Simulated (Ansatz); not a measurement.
# CH₉PSi₃: what the fields show

The calculation's input:

```
crystal:
  periodic: [false, false, false]
  atoms:
    - { symbol: C, position_ang: [-1.3509, 0.4158, 0.1574] }
    - { symbol: Si, position_ang: [-0.0313, 0.5536, 1.3962] }
    - { symbol: Si, position_ang: [1.6238, -0.7724, 0.4985] }
    - { symbol: P, position_ang: [0.9862, -1.2409, -1.5449] }
    - { symbol: Si, position_ang: [-0.543, 0.435, -1.5165] }
    - { symbol: H, position_ang: [-1.9896, -0.435, 0.2847] }
    - { symbol: H, position_ang: [-2.0524, 1.3151, 0.2427] }
    - { symbol: H, position_ang: [0.4742, 1.9799, 1.5306] }
    - { symbol: H, position_ang: [-0.4901, 0.0823, 2.7631] }
    - { symbol: H, position_ang: [1.8265, -2.0478, 1.2787] }
    - { symbol: H, position_ang: [2.9264, -0.0284, 0.4267] }
    - { symbol: H, position_ang: [0.0129, -2.2541, -1.16] }
    - { symbol: H, position_ang: [0.1464, 1.7299, -1.7586] }
    - { symbol: H, position_ang: [-1.5521, 0.2378, -2.5698] }
basis:
  gaussian: { orbitals: "6-31G" }
hamiltonian:
  xc: pbe0
  dispersion: d4
relax:
  f_tol: 0.02
  max_steps: 40
output:
  orbitals: {}
```

Launched as:

```sh
ansatz run input.yaml --threads 1 --pin off --max-ram 2048MiB --backend cpu --events-out ev --progress --plain --runs-dir out
```

The fields are those of the relaxed geometry.

All numbers below come from RKS PBE0-D4/6-31G (Ansatz 0.2.0).

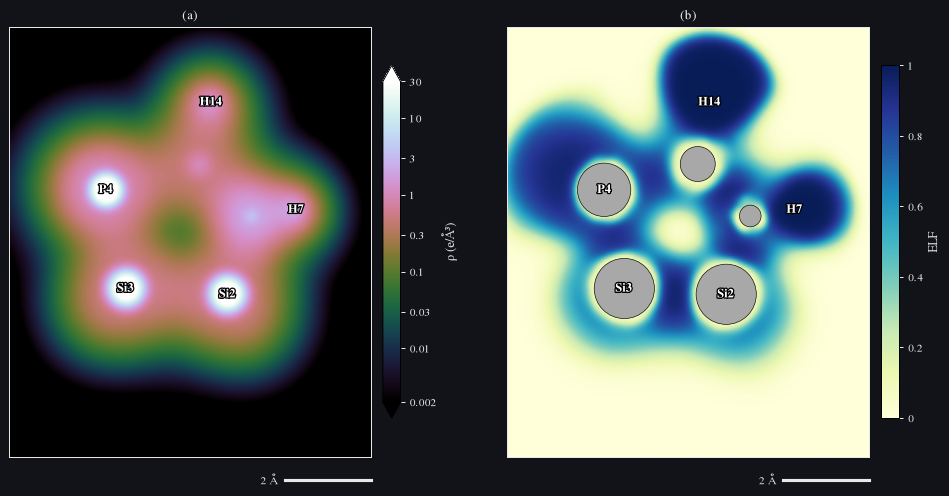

Figure 1. (a) total electron density; (b) ELF on the plane of atoms Si2, Si3 and P4. Grey discs cover the atomic cores in the ELF map.

Question: What do the fields say about this system?

Answer: The plane passes through Si, P and H nuclei. Si–P (2.34 Å): the density is about 0.53 e/Å³ at the midpoint; the ELF peaks at about 0.90 between the atoms: localised, covalent bonding. Si–Si (2.37 Å): ρ at the midpoint is about 0.51 e/Å³; the ELF peaks at about 0.95 between the atoms (localised, covalent bonding). The ELF also peaks beside P4, away from the bonds: lone-pair regions.

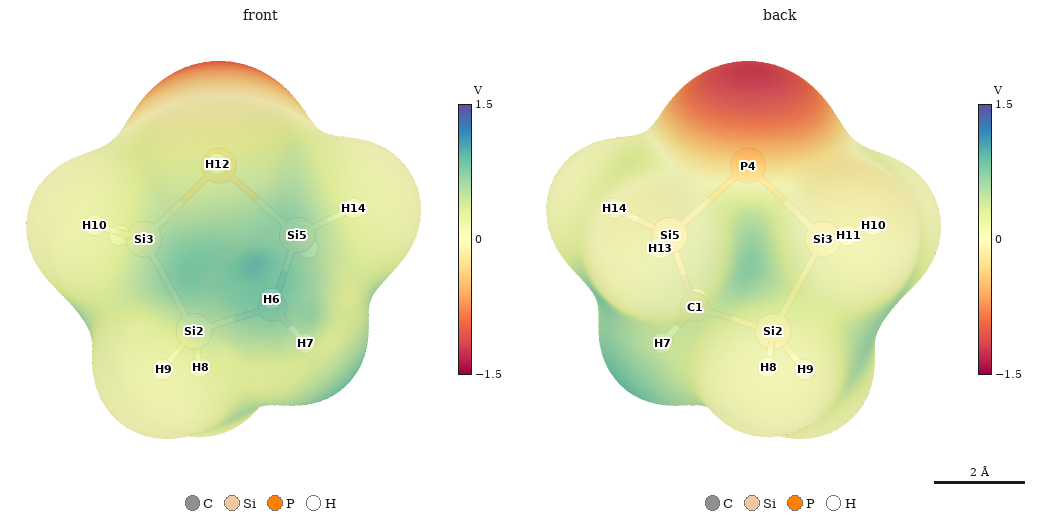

Figure 2. The molecular electrostatic potential painted on the density surface at 0.001 e/bohr³, seen from the front and from behind; the colour scale runs from red (negative) to blue (positive).

Question: Which sites attract a positive test charge, and which a negative one?

Answer: A positive charge is drawn to the negative regions and a negative charge to the positive ones. The most negative region (about −1.2 V, or −28 kcal/mol for a unit charge) lies over P4, the most positive (about +0.9 V, or +21 kcal/mol for a unit charge) over H6 and H7.

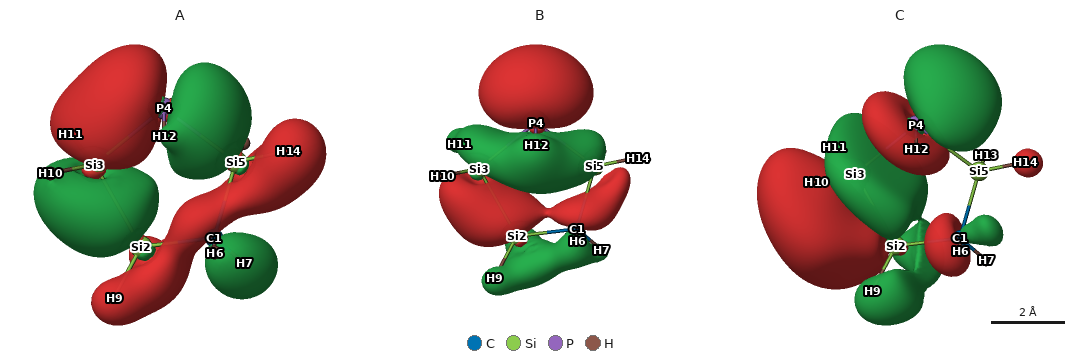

Figure 3. Three frontier orbitals at ±0.06 Å⁻³ᐟ² (green and red are the two phases), in no order.

Question: Order the three orbitals by energy and name them.

Answer: A is the HOMO−1 (−8.40 eV). It lies mainly on P4 (about 35 %), Si3 (about 20 %), Si5 (about 15 %), Si2 (about 10 %) and C1 (about 5 %). B is the HOMO (−6.92 eV). Its weight (Hirshfeld) is mainly on P4 (about 65 %), Si3 (about 10 %), Si2 (about 10 %) and Si5 (about 5 %). C is the LUMO (−0.27 eV). By Hirshfeld shares it lies mainly on Si3 (about 30 %), P4 (about 25 %) and Si2 (about 20 %).

Question: What is the HOMO–LUMO gap?

Answer: 6.65 eV between the orbital energies.

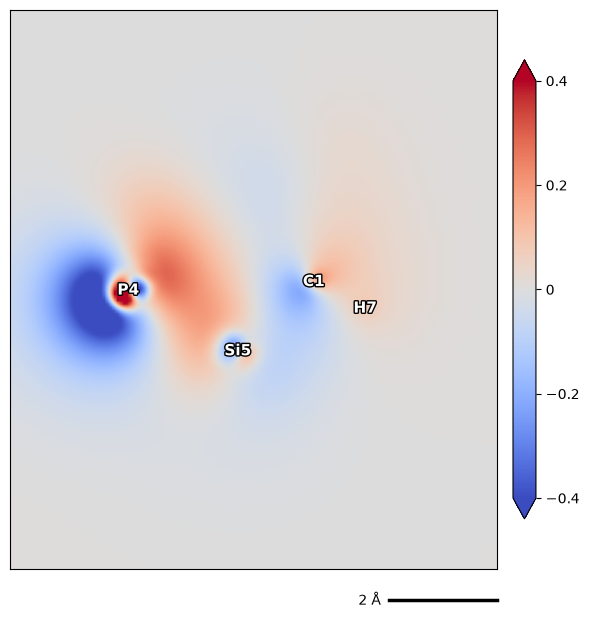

Figure 4. The HOMO on the plane of atoms C1, Si5 and P4 (values in Å⁻³ᐟ²; the overall sign is arbitrary).

Question: Describe this orbital and give its energy.

Answer: It lies mainly on P4 (about 65 %), Si3 (about 10 %), Si2 (about 10 %) and Si5 (about 5 %). Its energy is −6.92 eV.
